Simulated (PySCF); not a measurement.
# C4H7BF2S: electronic excitations

What electronic excitations should C4H7BF2S (`C=CBSC(C)(F)F`) show?

The runs use PySCF 2.14.0, with density-fitted response routines of our own; the level of theory stands in each step. All values are computed, except where a source is named. Atoms are numbered from 0 throughout.

## (1) The starting structure

15 atoms, charge 0, multiplicity 1; geometry from: GFN2-xTB.

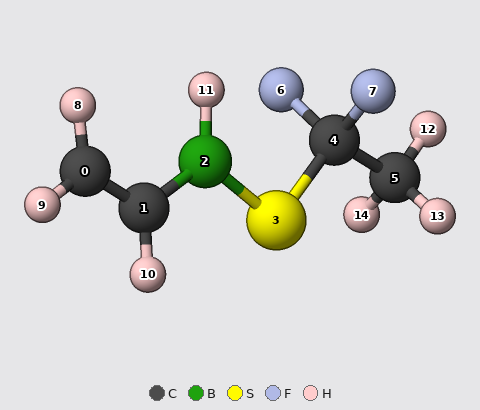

As it starts; carbon dark grey, boron green, sulfur yellow, fluorine light blue, hydrogen pink, atoms numbered; sticks join atoms by distance.

## (2) Excited states and response: CAM-B3LYP/def2-SVPD

What the job is given:

```
{"job": {"kind": "uv", "xc": "CAM-B3LYP", "basis": "def2-SVPD", "nstates": 8, "ntriplets": 3}, "charge": 0, "multiplicity": 1}
C     -3.591884     0.091113     0.228226
C     -2.466761    -0.099540    -0.461706
B     -1.059147    -0.009884     0.160595
S      0.338974    -0.208201    -0.918959
C      1.763924    -0.009093     0.241041
C      3.079374    -0.029857    -0.500266
F      1.621447     1.145724     0.939455
F      1.716946    -0.990471     1.177608
H     -3.570612     0.318661     1.282076
H     -4.570592     0.032869    -0.223030
H     -2.562000    -0.322606    -1.519779
H     -0.873544     0.192097     1.294802
H      3.896497     0.085662     0.209168
H      3.176585    -0.975529    -1.024808
H      3.096379     0.787045    -1.215715
```

With the program's defaults for keys left out, this is: TDDFT CAM-B3LYP/def2-SVPD, vertical, gas phase, core orbitals frozen in the response.

Launch:

```console
OMP_NUM_THREADS=1 python probes_run.py task.json out
```

This one command runs all jobs of the session in turn.

Output:

```text
coarse grid: 13568 points
cycle   1  E = -778.6168365098  dE =  1.039e+00  |g| = 7.879e-01  |ddm| = 5.897e+00
cycle   2  E = -778.5647762643  dE =  5.206e-02  |g| = 1.025e+00  |ddm| = 1.866e+00
cycle   3  E = -778.7466132135  dE = -1.818e-01  |g| = 5.954e-02  |ddm| = 1.087e+00
cycle   4  E = -778.7472758490  dE = -6.626e-04  |g| = 3.331e-02  |ddm| = 1.634e-01
cycle   5  E = -778.7475426593  dE = -2.668e-04  |g| = 6.019e-03  |ddm| = 5.510e-02
cycle   6  E = -778.7475528186  dE = -1.016e-05  |g| = 1.875e-03  |ddm| = 1.549e-02
cycle   7  E = -778.7475538535  dE = -1.035e-06  |g| = 5.994e-04  |ddm| = 4.203e-03
final grid: 128600 points
cycle   8  E = -778.8448439568  dE = -3.577e-05  |g| = 5.174e-03  |ddm| = 7.293e-02
cycle   9  E = -778.8448432057  dE =  7.511e-07  |g| = 5.950e-03  |ddm| = 1.382e-02
cycle  10  E = -778.8448493813  dE = -6.176e-06  |g| = 4.836e-04  |ddm| = 5.195e-03
cycle  11  E = -778.8448494275  dE = -4.619e-08  |g| = 1.687e-04  |ddm| = 8.259e-04
cycle  12  E = -778.8448494353  dE = -7.737e-09  |g| = 2.937e-05  |ddm| = 3.914e-04
cycle  13  E = -778.8448494355  dE = -2.744e-10  |g| = 8.922e-06  |ddm| = 7.570e-05
converged SCF energy = -778.8448494355

Static polarisability (au): isotropic 89.805, principal 63.247 76.296 129.872

Singlet excitations
state   eV       nm        f      main configurations
  1   5.5947    221.6   0.51213   H->L 0.96
  2   5.8447    212.1   0.00012   H-1->L 0.57, H-2->L 0.23, H-4->L 0.10
  3   6.2387    198.7   0.00012   H-3->L 0.85
  4   6.7162    184.6   0.07147   H-2->L 0.69, H-1->L 0.27
  5   6.7241    184.4   0.00100   H->L+2 0.61, H->L+4 0.09
  6   7.2575    170.8   0.00040   H-4->L 0.78
  7   7.5822    163.5   0.00575   H->L+1 0.80, H->L+4 0.08
  8   7.9590    155.8   0.06858   H->L+3 0.53, H->L+2 0.15

Triplet excitations (Tamm-Dancoff, eV): 3.6826 4.9757 5.4169
```

Run time: 2.1 min. Hardware: 1 thread of Intel Xeon at 2.50GHz, shared host; peak memory 1 GiB.

Frontier orbitals and where they lie:

| orbital | eV | atoms |
| --- | --- | --- |
| HOMO−3 | -10.95 | B2 21 %, S3 21 %, C1 18 % |
| HOMO−2 | -10.33 | S3 32 %, C1 19 %, B2 15 % |
| HOMO−1 | -10.28 | S3 37 %, B2 18 %, C1 12 % |
| HOMO | -9.06 | S3 44 %, C0 18 %, C1 18 % |
| LUMO | -0.71 | B2 28 %, C0 25 %, C1 18 % |
| LUMO+1 | 1.16 | B2 28 %, S3 27 %, C5 10 % |
| LUMO+2 | 1.33 | S3 46 %, C4 10 %, B2 8 % |

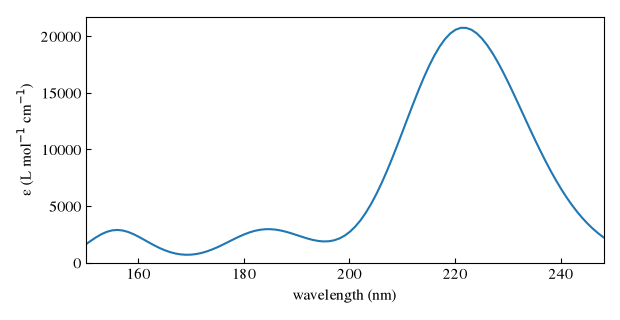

Absorption spectrum: each of the 8 states is a Gaussian band of 0.4 eV half-width at 1/e. Beyond the last state computed it falls off for lack of states.

Ground-state properties from the same run:

| property | computed |
| --- | --- |
| dipole moment (D) | 1.23 |
| polarisability (Å³) | 13.31 |
| HOMO–LUMO gap (eV) | 8.35 |
| −ε(HOMO) (eV) | 9.06 |

## (3) Results

| quantity | value |
| --- | --- |
| lowest singlet (CAM-B3LYP/def2-SVPD) | 5.59 eV (222 nm), f = 0.512 |
| lowest triplet | 3.68 eV |

**Reading.** The first singlet state (HOMO→LUMO 0.96) lies at 5.59 eV and is bright. The lowest triplet lies 1.91 eV below the lowest singlet (triplets in Tamm-Dancoff, singlets in full TDDFT).
